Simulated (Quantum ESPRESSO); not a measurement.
# E(q) of MnSe from supercells, part 2 of 2

Aim: the energy of flat spin spirals of MnSe that close within a few cells.

Quantum ESPRESSO 7.5; LDA with U = 5 eV on Mn d (ortho-atomic projectors); plane waves with GBRV 1.5 LDA potentials, no spin-orbit coupling, flat spiral in a supercell.

So far, absolute magnetization (μB): step 3 (one turn in 2 cells along the input cell's c) 9.47.

The database entry behind the starting cell differs from later determinations by our own check (about 0.4 % short), so it need not match the best structure at ambient conditions.

## 4. One turn in 3 cells along the input cell's c

Neighbouring cells are turned by 120° in the xy plane; the cell holds 6 atoms.

pw.in reads:

```
&CONTROL
  calculation = 'scf'
  prefix = 'pwscf'
  outdir = './tmp'
  pseudo_dir = './pseudo'
  disk_io = 'nowf'
/
&SYSTEM
  ibrav = 0
  celldm(1) = 8
  nat = 6
  ntyp = 6
  ecutwfc = 34
  ecutrho = 238
  nbnd = 84
  occupations = 'smearing'
  smearing = 'fd'
  degauss = 0.00999582
  noncolin = .true.
  starting_magnetization(1) = 0.3
  angle1(1) = 90
  angle2(1) = 0
  starting_magnetization(2) = 0.3
  angle1(2) = 90
  angle2(2) = 120
  starting_magnetization(3) = 0.3
  angle1(3) = 90
  angle2(3) = -120
  starting_magnetization(4) = 0
  starting_magnetization(5) = 0
  starting_magnetization(6) = 0
/
&ELECTRONS
  conv_thr = 6d-08
  electron_maxstep = 150
  mixing_beta = 0.3
/
ATOMIC_SPECIES
Mn1    54.9380 mn_lda_v1.5.uspp.F.UPF
Mn2    54.9380 mn_lda_v1.5.uspp.F.UPF
Mn3    54.9380 mn_lda_v1.5.uspp.F.UPF
Se1    78.9710 se_lda_v1.uspp.F.UPF
Se2    78.9710 se_lda_v1.uspp.F.UPF
Se3    78.9710 se_lda_v1.uspp.F.UPF
CELL_PARAMETERS alat
   0.0000000000000    0.6425068823728    0.6425068823728
   0.6425068823728    0.0000000000000    0.6425068823728
   1.9275206471183    1.9275206471183    0.0000000000000
ATOMIC_POSITIONS crystal
Mn1     0.0000000000    0.0000000000    0.0000000000
Mn2     0.0000000000    0.0000000000    0.3333333333
Mn3     0.0000000000    0.0000000000    0.6666666667
Se1     0.5000000000    0.5000000000    0.1666666667
Se2     0.5000000000    0.5000000000    0.5000000000
Se3     0.5000000000    0.5000000000    0.8333333333
K_POINTS automatic
4 4 4 0 0 0
HUBBARD {ortho-atomic}
U Mn1-3d 5.0000
U Mn2-3d 5.0000
U Mn3-3d 5.0000
```

The run is started by

```
> OMP_NUM_THREADS=1 mpirun -n 4 pw.x -nk 4 -in pw.in > pw.out
```

The program printed:

```text
     [... lines left out ...]
Program PWSCF v.7.5 starts
     [... lines left out ...]
     number of atoms/cell      =            6
     [... lines left out ...]
     number of electrons       =        63.00
     number of Kohn-Sham states=           84
     kinetic-energy cutoff     =      34.0000  Ry
     charge density cutoff     =     238.0000  Ry
     scf convergence threshold =      6.0E-08
     [... lines left out ...]
     Noncollinear calculation without spin-orbit
     [... lines left out ...]
     No symmetry found
     [... lines left out ...]
     number of k points=    64  Fermi-Dirac smearing, width (Ry)=  0.0100
     [... lines left out ...]
     iteration # 13     ecut=    34.00 Ry     beta= 0.30
     [... lines left out ...]
     atom number    1 relative position :    0.0000   0.0000   0.0000
     [... lines left out ...]
     magnetization :          4.493777   -0.000141    0.000102
     [... lines left out ...]
     atom number    2 relative position :    0.6425   0.6425   0.0000
[...]
magnetization :         -2.246923    3.891705    0.000025
[...]
atom number    3 relative position :    1.2850   1.2850   0.0000
[...]
magnetization :         -2.246986   -3.891670    0.000053
[...]
atom number    4 relative position :    0.6425   0.6425   0.6425
     [... lines left out ...]
     magnetization :          0.015348    0.026585    0.000001
     [... lines left out ...]
     atom number    5 relative position :    1.2850   1.2850   0.6425
     [... lines left out ...]
     magnetization :         -0.030700    0.000001    0.000001
     [... lines left out ...]
     atom number    6 relative position :    1.9275   1.9275   0.6425
     [... lines left out ...]
     magnetization :          0.015348   -0.026587    0.000001
     [... lines left out ...]
     Tr[ns(  1)] (up, down, total) =   2.62972  2.62962  5.25934
     [... lines left out ...]
     Tr[ns(  2)] (up, down, total) =   2.62968  2.62966  5.25934
     [... lines left out ...]
     Tr[ns(  3)] (up, down, total) =   2.62970  2.62964  5.25934
     [... lines left out ...]
     the Fermi energy is     9.5109 ev
!    total energy              =    -762.92403719 Ry
     estimated scf accuracy    <       0.00000002 Ry
     smearing contrib. (-TS)   =      -0.00028567 Ry
     [... lines left out ...]
     total magnetization       =    -0.00    -0.00     0.00 Bohr mag/cell
     absolute magnetization    =    14.39 Bohr mag/cell
     convergence has been achieved in  13 iterations
```

Elapsed: 5.2 min, on 4 MPI ranks of Arm Neoverse V1, shared host; peak memory 1.3 GiB; 21 min of CPU time.

Spin moment in the atom's sphere by atom:

| atom | x (μB) | y (μB) | z (μB) | size |
| --- | --- | --- | --- | --- |
| Mn1 | 4.49 | 0.00 | 0.00 | 4.49 |
| Mn2 | -2.25 | 3.89 | 0.00 | 4.49 |
| Mn3 | -2.25 | -3.89 | 0.00 | 4.49 |
| Se4 | 0.02 | 0.03 | 0.00 | 0.03 |
| Se5 | -0.03 | 0.00 | 0.00 | 0.03 |
| Se6 | 0.02 | -0.03 | 0.00 | 0.03 |

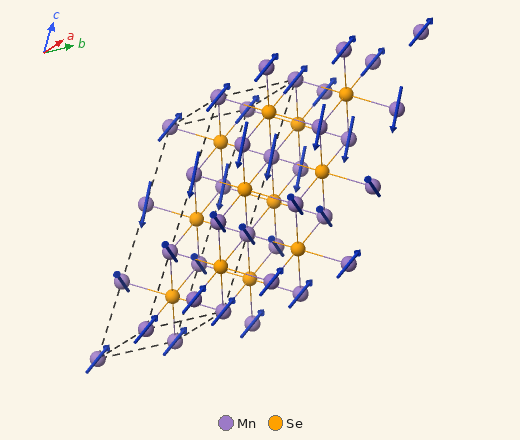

Spin moment in the atom's sphere as arrows, the longest 4.49 μB. Bonds to atoms that aren't drawn are left out. 2×2×1 cells are drawn. Some periodic images of atoms are drawn too.

This step gave:

```yaml
smearing_term_ts: 0.003887 eV
magnetization: 0, 0, 0 μB
absolute_magnetization: 14.39 μB
final_state: non-collinear
```

## 5. One turn in 4 cells along the input cell's c

Neighbouring cells are turned by 90° in the xy plane; the cell holds 8 atoms.

pw.in reads:

```
&CONTROL
  calculation = 'scf'
  prefix = 'pwscf'
  outdir = './tmp'
  pseudo_dir = './pseudo'
  disk_io = 'nowf'
/
&SYSTEM
  ibrav = 0
  celldm(1) = 8
  nat = 8
  ntyp = 8
  ecutwfc = 34
  ecutrho = 238
  nbnd = 110
  occupations = 'smearing'
  smearing = 'fd'
  degauss = 0.00999582
  noncolin = .true.
  starting_magnetization(1) = 0.3
  angle1(1) = 90
  angle2(1) = 0
  starting_magnetization(2) = 0.3
  angle1(2) = 90
  angle2(2) = 90
  starting_magnetization(3) = 0.3
  angle1(3) = 90
  angle2(3) = 180
  starting_magnetization(4) = 0.3
  angle1(4) = 90
  angle2(4) = -90
  starting_magnetization(5) = 0
  starting_magnetization(6) = 0
  starting_magnetization(7) = 0
  starting_magnetization(8) = 0
/
&ELECTRONS
  conv_thr = 8d-08
  electron_maxstep = 150
  mixing_beta = 0.3
/
ATOMIC_SPECIES
Mn1    54.9380 mn_lda_v1.5.uspp.F.UPF
Mn2    54.9380 mn_lda_v1.5.uspp.F.UPF
Mn3    54.9380 mn_lda_v1.5.uspp.F.UPF
Mn4    54.9380 mn_lda_v1.5.uspp.F.UPF
Se1    78.9710 se_lda_v1.uspp.F.UPF
Se2    78.9710 se_lda_v1.uspp.F.UPF
Se3    78.9710 se_lda_v1.uspp.F.UPF
Se4    78.9710 se_lda_v1.uspp.F.UPF
CELL_PARAMETERS alat
   0.0000000000000    0.6425068823728    0.6425068823728
   0.6425068823728    0.0000000000000    0.6425068823728
   2.5700275294910    2.5700275294910    0.0000000000000
ATOMIC_POSITIONS crystal
Mn1     0.0000000000    0.0000000000    0.0000000000
Mn2     0.0000000000    0.0000000000    0.2500000000
Mn3     0.0000000000    0.0000000000    0.5000000000
Mn4     0.0000000000    0.0000000000    0.7500000000
Se1     0.5000000000    0.5000000000    0.1250000000
Se2     0.5000000000    0.5000000000    0.3750000000
Se3     0.5000000000    0.5000000000    0.6250000000
Se4     0.5000000000    0.5000000000    0.8750000000
K_POINTS automatic
4 4 3 0 0 0
HUBBARD {ortho-atomic}
U Mn1-3d 5.0000
U Mn2-3d 5.0000
U Mn3-3d 5.0000
U Mn4-3d 5.0000
```

The program printed:

```text
     [... lines left out ...]
Program PWSCF v.7.5 starts
     [... lines left out ...]
     number of atoms/cell      =            8
     [... lines left out ...]
     number of electrons       =        84.00
     number of Kohn-Sham states=          110
     kinetic-energy cutoff     =      34.0000  Ry
     charge density cutoff     =     238.0000  Ry
     scf convergence threshold =      8.0E-08
     [... lines left out ...]
     Noncollinear calculation without spin-orbit
     [... lines left out ...]
     No symmetry found
     [... lines left out ...]
     number of k points=    48  Fermi-Dirac smearing, width (Ry)=  0.0100
     [... lines left out ...]
     iteration # 14     ecut=    34.00 Ry     beta= 0.30
     [... lines left out ...]
     atom number    1 relative position :    0.0000   0.0000   0.0000
     [... lines left out ...]
     magnetization :          4.511785   -0.000008   -0.000192
     [... lines left out ...]
     atom number    2 relative position :    0.6425   0.6425   0.0000
[...]
magnetization :          0.000023    4.511784   -0.000032
[...]
atom number    3 relative position :    1.2850   1.2850   0.0000
[...]
magnetization :         -4.511784   -0.000084   -0.000168
[...]
atom number    4 relative position :    1.9275   1.9275   0.0000
[...]
magnetization :          0.000057   -4.511786    0.000056
[...]
atom number    5 relative position :    0.6425   0.6425   0.6425
[...]
magnetization :          0.034754    0.034753   -0.000002
[...]
atom number    6 relative position :    1.2850   1.2850   0.6425
[...]
magnetization :         -0.034753    0.034753   -0.000002
     [... lines left out ...]
     atom number    7 relative position :    1.9275   1.9275   0.6425
     [... lines left out ...]
     magnetization :         -0.034753   -0.034754   -0.000001
     [... lines left out ...]
     atom number    8 relative position :    2.5700   2.5700   0.6425
     [... lines left out ...]
     magnetization :          0.034754   -0.034753   -0.000001
     [... lines left out ...]
     Tr[ns(  1)] (up, down, total) =   2.62605  2.62625  5.25229
     [... lines left out ...]
     Tr[ns(  2)] (up, down, total) =   2.62613  2.62616  5.25229
     [... lines left out ...]
     Tr[ns(  3)] (up, down, total) =   2.62606  2.62623  5.25229
     [... lines left out ...]
     Tr[ns(  4)] (up, down, total) =   2.62618  2.62612  5.25229
     [... lines left out ...]
     the Fermi energy is     9.5435 ev
!    total energy              =   -1017.22984078 Ry
     estimated scf accuracy    <          5.9E-09 Ry
     smearing contrib. (-TS)   =      -0.00067029 Ry
     [... lines left out ...]
     total magnetization       =     0.00    -0.00    -0.00 Bohr mag/cell
     absolute magnetization    =    19.42 Bohr mag/cell
     convergence has been achieved in  14 iterations
```

It took 11 min on 4 MPI ranks; peak memory 1.8 GiB.

Read from the output:

| Quantity | Value |
| --- | --- |
| smearing term TS | 0.009120 eV |
| magnetization | 0, 0, 0 μB |
| absolute magnetization | 19.42 μB |
| final state | non-collinear |
| largest moment | 4.512 μB |

## 6. The spirals together

Spirals:

```csv
q along the reciprocal vector,energy less that at q = 0 (meV a seeded atom),largest site moment (μB),typed angles kept,CPU time (s)
0,0,4.562,yes,84.6
0.25,-25.57,4.512,yes,2547
0.3333,-33.08,4.494,yes,1249
0.5,-37.33,4.478,yes,448
```

Table of energy less that at q = 0, self-consistent by path:

| path (Å⁻¹) | energy less that at q = 0, self-consistent (meV a seeded atom) |
| --- | --- |
| 0.000 | 0 |
| 0.500 | -25.6 |
| 0.667 | -33.1 |
| 1.000 | -37.3 |

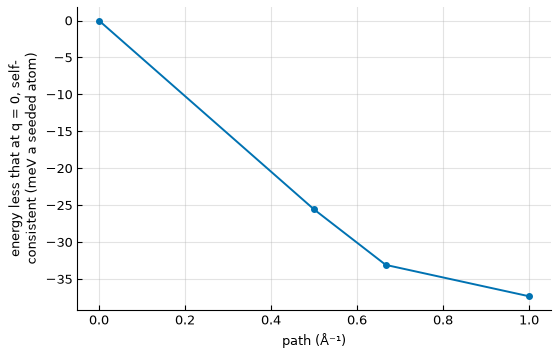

Energy less that at q = 0, self-consistent, plotted against path.

## 7. Summary of results

| Quantity | Value |
| --- | --- |
| lowest point | q = 0.5 along c*, -37.3 meV a seeded atom |
| highest point | q = 0, 0 meV a seeded atom |

What this shows: The state at q = 0.5 lies 37 meV a seeded atom under the parallel one, with neighbouring cells opposed. The moment changes by 1.8 % between the spirals. The cell of 4 repeats took 30 times the CPU time of the single cell, though its mesh is shorter in proportion. Here c and c* are vectors of the cell in the input, which need not be the conventional cell, and only this direction was probed. The mesh is coarse, so differences of some ten meV can be noise in a metal. Energies are free energies at an electronic temperature of 1580 K, which lowers moments and differences where the moments are itinerant. The cutoff lies under the 40 Ry that these files are usually run at.

[Logs and program files are shortened in this print: banners, set-up blocks, solver, clock and traceback lines can be left out without a mark of their own.]

[Logs are printed without paths, hosts, clocks, repeated set-up lines and the standing remarks that a program may print on its own settings, such as how far it seeks lower states.]

[Hosts, paths, dates, database ids (printed as entryN), source tags and the programs' standing remarks are cut or masked in the printed files.]

[Where a cell is said to come from a database of computed structures, the database is the Materials Project.]
